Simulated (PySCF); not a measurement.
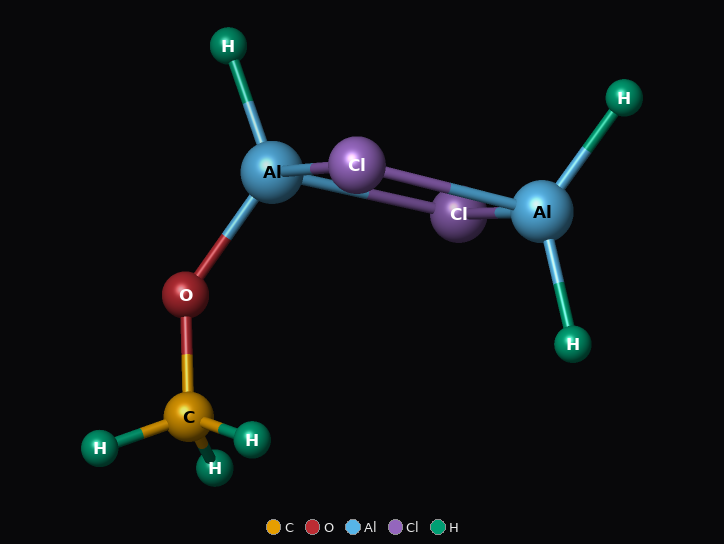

A ball-and-stick model of a molecule. Every bond is drawn as one stick, whatever its order.

What does the picture show?

Formula CH₆Al₂Cl₂O. As SMILES it reads `C[O][AlH-]1[Cl+][AlH2-][Cl+]1`. This geometry has C1 symmetry. Coordination, clear cases only: 1 C tetrahedral; 1 O bent; 2 Cl bent.

The parts below concern this one geometry. Atoms keep their numbers from picture to picture. The geometry was computed by an optimisation with PBE0-D3(BJ)/def2-SVP. No frequency run is at hand to confirm it as a minimum.

## Core levels

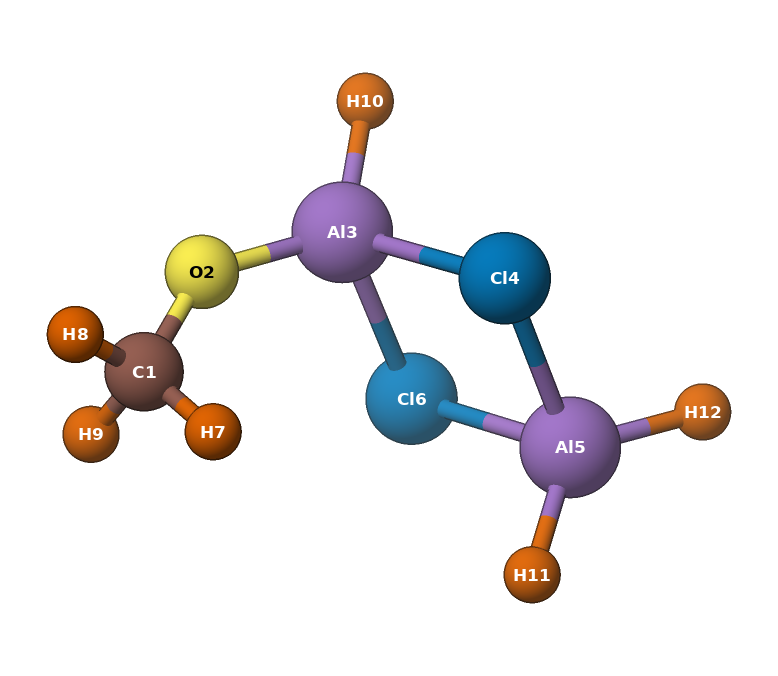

No frequency run is at hand to confirm it as a minimum. Method: delta-SCF UKS SCAN, pcX-2 on the ionised atom, pcseg-1 elsewhere, non-relativistic (PySCF 2.14.0).

Give the core-electron binding energies (to vacuum; p and d levels without spin–orbit splitting) of C1 1s, O2 1s, Al3 1s, Al3 2p, Cl4 1s, Cl4 2p, Al5 1s, Al5 2p.

| atom | level | binding energy (eV) |
| --- | --- | --- |
| C1 | 1s | 292.3 |
| O2 | 1s | 537.3 |
| Al3 | 1s | 1564.9 |
| Al3 | 2p | 81.7 |
| Cl4 | 1s | 2819.3 |
| Cl4 | 2p | 207.3 |
| Al5 | 1s | 1564.8 |
| Al5 | 2p | 81.7 |

## Electronic properties

No frequency run is at hand to confirm it as a minimum. Method: KT2/pcSseg-1, gas phase (PySCF 2.14.0).

> Estimate the HOMO energy (Kohn–Sham orbital).

−6.77 eV.

> What is the dipole moment?

0.95 D.

> Give the HOMO–LUMO gap at this level.

5.22 eV.

## NMR shielding

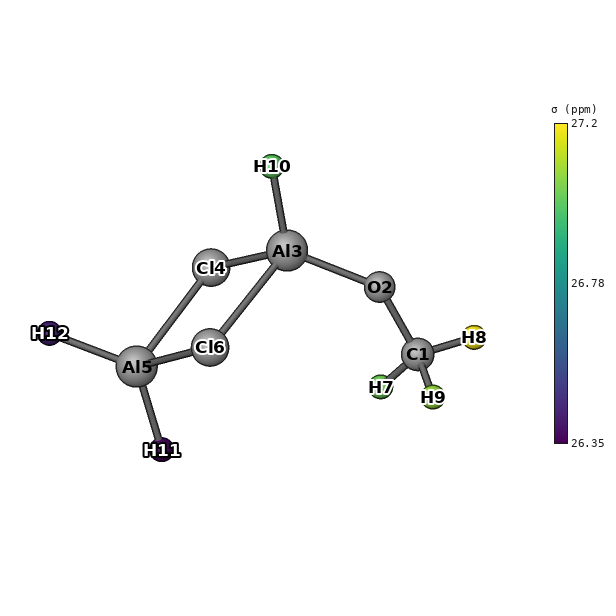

Atoms are coloured by their isotropic NMR shieldings (H only, the others grey). No frequency run is at hand to confirm it as a minimum. Properties computed with GIAO PBE/pcSseg-1 NMR shielding, non-relativistic, gas phase (PySCF 2.14.0).

Give the isotropic NMR shieldings of the H atoms atom by atom.

```csv
atom,σ (ppm)
H7,27.02
H8,27.19
H9,27.07
H10,26.99
H11,26.36
H12,26.43
```
